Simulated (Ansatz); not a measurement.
# SiH3+ (triplet): inputs that go wrong at distance Si1–H3 = 3.649 Å

2 inputs are run for SiH3+ (triplet) as typed; the log has to tell whether the result can be used and what must change.

Computed with Ansatz 0.2.0, Gaussian basis. Level: the settings change from run to run.

15 further runs of the same task are left out: 11 that didn't finish, 4 set aside as unsound or not needed.

## Step 1: What is computed

The geometry derives from a PBE0/def2-TZVP stationary point (not a proven minimum). One bond is set to the value named and the two fragments are kept rigid.

4 atoms, charge 1, spin multiplicity 3.

Atoms are counted from 1 here; the program's logs count them from 0.

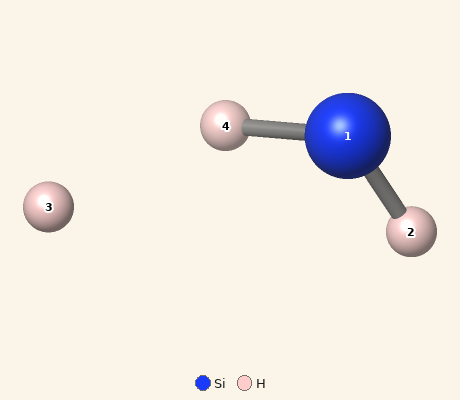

The structure; silicon blue, hydrogen pink; atoms are numbered from 1 in the order of the file.

## Step 2: Input 1

Contents of in.yaml:

```yaml
crystal:
  periodic: [false, false, false]
  atoms:
    - {symbol: Si, position_ang: [-0.016427, 0.082510, -0.138054]}
    - {symbol: H, position_ang: [-0.016427, -1.210637, -0.882786]}
    - {symbol: H, position_ang: [0.929896, -0.773538, 3.280551]}
    - {symbol: H, position_ang: [-0.455748, -0.314902, 1.449000]}
basis:
  gaussian: {orbitals: STO-3G}
total_charge: 1
magnetization: {spin_polarized: false, initial_magnetization: 2}
correlation: {method: qcisd_t, electrons: all}
accuracy: high
```

Command:

```bash
$ ansatz run in.yaml --threads 1 --pin off --events-out ev --progress --plain --max-ram 2393MiB
```

The log of the run:

```text
Error: YAML parse error: error: line 12 column 23: unknown variant `qcisd_t`, expected one of mp2, rpa, ccsd, ccsd_t, bccd, bccd_t, ccsdt, ccsdt_q, ccsdt_q_b, ccsdtq, fci, sc_nevpt2, fic_nevpt4_sd, fic_mrcisd_q, fic_mrcisd_q_relaxed
  --> <input>:12:23
   |
10 | total_charge: 1
11 | magnetization: {spin_polarized: false, initial_magnetization: 2}
12 | correlation: {method: qcisd_t, electrons: all}
   |                       ^ unknown variant `qcisd_t`, expected one of mp2, rpa, ccsd, ccsd_t, bccd, bccd_t, ccsdt, ccsdt_q, ccsdt_q_b, ccsdtq, fci, sc_nevpt2, fic_nevpt4_sd, fic_mrcisd_q, fic_mrcisd_q_relaxed
13 | accuracy: high
   |
```

Wall time 0.03 s (1 thread of AMD EPYC 7B13, shared host).

**Diagnosis.** The run was refused. The method's name isn't one that the program knows. Cure: name one from the list in the message.

## Step 3: Input 2

Contents of in.yaml:

```yaml
crystal:
  periodic: [false, false, false]
  atoms:
    - {symbol: Si, position_ang: [-0.016427, 0.082510, -0.138054]}
    - {symbol: H, position_ang: [-0.016427, -1.210637, -0.882786]}
    - {symbol: H, position_ang: [0.929896, -0.773538, 3.280551]}
    - {symbol: H, position_ang: [-0.455748, -0.314902, 1.449000]}
basis:
  gaussian: {orbitals: def2-TZVPP}
total_charge: 1
magnetization: {spin_polarized: false, initial_magnetization: 2}
correlation: {method: fci, electrons: all}
```

Launched as before.

The log of the run:

```text
Functional definition: HF
  name "HF"
  cite "Fock, Z. Phys. 61, 126 (1930) doi:10.1007/BF01340294"
  parent pbe
  exchange = exact_x
  correlation = 0
969 factors; integrals over basis functions are off by at most 1.7e-7 eV
mean field evaluation 1: about -7894.8103 eV, gradient 1.0e1 eV
mean field evaluation 2: about -7894.8119 eV, gradient 1.0e1 eV
mean field evaluation 4: about -7897.1015 eV, gradient 2.0e0 eV
mean field evaluation 8: about -7897.1675 eV, gradient 1.9e-1 eV
mean field -7897.16855650 eV, -290.2155915584 hartree, gradient 9.7e-6 eV, S^2 2.000000; 1 other end points of the search recorded, 0 dependent functions left out
mean field evaluation 16: about -7895.4576 eV, gradient 8.8e0 eV
reference -7897.16855650 eV, -290.2155915584 hartree; 9, 7 occupied and 75, 77 virtual orbitals, 969 factors
Error: with its determinants' occupation strings, the run needs 714.75 GiB of memory, and 2.33 GiB are given
refused for memory
```

Wall time 1.9 s (1 thread of AMD EPYC 7B13, shared host); peak memory 0.28 GiB.

**Diagnosis.** The run was refused for memory. The method is too large for the memory allowed. To mend it, freeze cores, shrink the basis or take a lower level.

## Step 4: How the runs ended

```csv
input,level,ended,cause,time
1,'qcisd_t'/STO-3G,refused,the method's name isn't one that the program knows,0.03 s
2,FCI/def2-TZVPP,out of memory,the method is too large for the memory allowed,1.9 s
```

1 refused, 1 out of memory.
